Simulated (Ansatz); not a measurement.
**UBHLYP/aug-cc-pVDZ run of AlNH2Cl (SMILES [NH2][Al][Cl])**

What is the electronic atomisation energy of AlNH2Cl at UBHLYP/aug-cc-pVDZ? 

The calculation is run with Ansatz 0.2.0.

71 further runs of the same task are left out: 71 set aside as unsound or not needed.

**1. The molecule**

AlNH2Cl has 5 atoms, charge 0, and is taken as a doublet. SMILES: `[NH2][Al][Cl]`. The shape is that of a PBE0-D4/def2-TZVP optimisation. This is one conformer, not always the lowest.

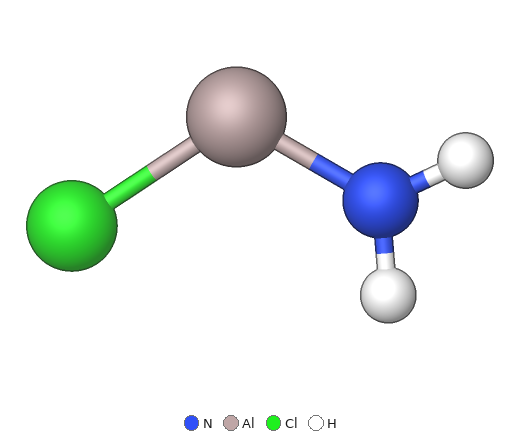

The structure, seen from a chosen angle (nitrogen blue, aluminium light grey, chlorine green, hydrogen white).

**2. A single-point energy at UBHLYP/aug-cc-pVDZ**

Input file molecule.yaml:

```yaml
crystal:
  periodic: [false, false, false]
  atoms:
    - {symbol: "N", position_ang: [-0.549400, 0.461700, -0.232000]}
    - {symbol: Al, position_ang: [0.402600, -0.291600, 1.049100]}
    - {symbol: Cl, position_ang: [1.907000, -1.649700, 0.440800]}
    - {symbol: H, position_ang: [-1.293600, 1.123300, -0.083500]}
    - {symbol: H, position_ang: [-0.416600, 0.282700, -1.215900]}
basis:
  gaussian:
    orbitals: aug-cc-pVDZ
output: {orbitals: {seedname: orbitals}}
hamiltonian:
  xc: {name: BHLYP}
total_charge: 0
magnetization:
  spin_polarized: true
  initial_magnetization: 1
accuracy: high
```

Run with:

```
ansatz run molecule.yaml --threads 1 --pin off --max-ram 3480MiB --events-out events.jsonl --progress --plain --runs-dir runs
```

Output:

```text
Warning: RAYON_NUM_THREADS=1 ignored (pool sized by the plan → 1); use --threads N
Functional definition: BHLYP
  name "BHLYP"
  parameter a = 0.5
  exchange = (1 - a)*b88_x + a*exact_x
  correlation = lyp_c
1868 factors; integrals over basis functions are off by at most 3.7e-9 eV
mean field evaluation 1: about -20636.4293 eV, gradient 4.0e1 eV
mean field evaluation 2: about -20630.0160 eV, gradient 5.2e1 eV
mean field evaluation 4: about -20643.4977 eV, gradient 1.7e0 eV
mean field evaluation 8: about -20643.5367 eV, gradient 1.2e-1 eV
mean field evaluation 16: about -20643.5369 eV, gradient 1.7e-4 eV
mean field -20643.53689696 eV, -758.6359882713 hartree, gradient 5.0e-8 eV, S^2 0.751748; 0 other end points of the search recorded, 0 dependent functions left out
reference -20643.53692407 eV, -758.6359892679 hartree; 20, 19 occupied and 75, 76 virtual orbitals, 1868 factors
Total energy: -20643.53692407 eV, -758.6359892679 hartree
```

It took 23 s on 1 thread of Arm Neoverse N1, shared host; peak memory 0.41 GiB.

**3. The Al atom**

Input file job.yaml:

```yaml
crystal:
  periodic: [false, false, false]
  atoms:
    - {symbol: Al, position_ang: [0.000000, 0.000000, 0.000000]}
basis:
  gaussian: {orbitals: aug-cc-pVDZ}
magnetization: {spin_polarized: true, initial_magnetization: 1}
hamiltonian: {xc: {name: BHLYP}}
accuracy: high
```

Run the same way, it converges to -242.36734 Eh (log not shown).

**4. The Cl atom**

Input file job.yaml:

```yaml
crystal:
  periodic: [false, false, false]
  atoms:
    - {symbol: Cl, position_ang: [0.000000, 0.000000, 0.000000]}
basis:
  gaussian:
    orbitals: aug-cc-pVDZ
magnetization:
  spin_polarized: true
  initial_magnetization: 1
hamiltonian:
  xc: {name: BHLYP}
accuracy: high
```

Run the same way, it converges to -460.15216 Eh (log not shown).

**5. The H atom, same level**

Input file input.yaml:

```yaml
crystal:
  periodic: [false, false, false]
  atoms:
    - {symbol: H, position_ang: [0.000000, 0.000000, 0.000000]}
basis:
  gaussian:
    orbitals: aug-cc-pVDZ
magnetization:
  spin_polarized: true
  initial_magnetization: 1
hamiltonian:
  xc: {name: BHLYP}
accuracy: high
```

Run with:

```
ansatz run input.yaml --threads 1 --pin off --max-ram 3480MiB --events-out events.jsonl --progress --plain --runs-dir runs
```

Output:

```text
Warning: RAYON_NUM_THREADS=1 ignored (pool sized by the plan → 1); use --threads N
[... 5 set-up lines as earlier in the session ...]
42 factors; integrals over basis functions are off by at most 4.4e-8 eV
mean field evaluation 1: about -13.5410 eV, gradient 8.5e-1 eV
mean field evaluation 2: about -13.5534 eV, gradient 1.7e-1 eV
mean field evaluation 4: about -13.5534 eV, gradient 5.2e-3 eV
mean field evaluation 8: about -13.5534 eV, gradient 3.4e-7 eV
mean field -13.55338503 eV, -0.4980777129 hartree, gradient 2.1e-9 eV, S^2 0.750000; 0 other end points of the search recorded, 0 dependent functions left out
reference -13.55340523 eV, -0.4980784553 hartree; 1, 0 occupied and 8, 9 virtual orbitals, 42 factors
Total energy: -13.55340523 eV, -0.4980784553 hartree
```

Wall time 0.26 s (1 thread of Arm Neoverse N1, shared host).

**6. The N atom, same level**

Input file job.yaml:

```yaml
basis:
  gaussian:
    orbitals: aug-cc-pVDZ
crystal:
  periodic: [false, false, false]
  atoms:
    - {symbol: N, position_ang: [0.000000, 0.000000, 0.000000]}
magnetization:
  spin_polarized: true
  initial_magnetization: 3
hamiltonian:
  xc: {name: BHLYP}
accuracy: high
```

Run the same way, it converges to -54.58126 Eh (log not shown).

**7. Summary of results**

At UBHLYP/aug-cc-pVDZ:

| quantity | value |
| --- | --- |
| molecule: total energy | -758.63599 Eh |
| molecule: HOMO energy (highest over α and β) | -7.07 eV |
| molecule: LUMO energy (lowest over α and β) | -2.10 eV |
| molecule: ⟨S²⟩ | 0.752 |
| Al atom: total energy | -242.36734 Eh |
| Al atom: ⟨S²⟩ | 0.757 |
| Cl atom: total energy | -460.15216 Eh |
| Cl atom: ⟨S²⟩ | 0.753 |
| H atom: total energy | -0.49808 Eh |
| H atom: ⟨S²⟩ | 0.750 |
| N atom: total energy | -54.58126 Eh |
| N atom: ⟨S²⟩ | 3.754 |
| electronic atomisation energy | 14.669 eV |

Taking the molecule apart into free atoms costs 14.67 eV (338 kcal/mol), before zero-point energy and without spin-orbit coupling.
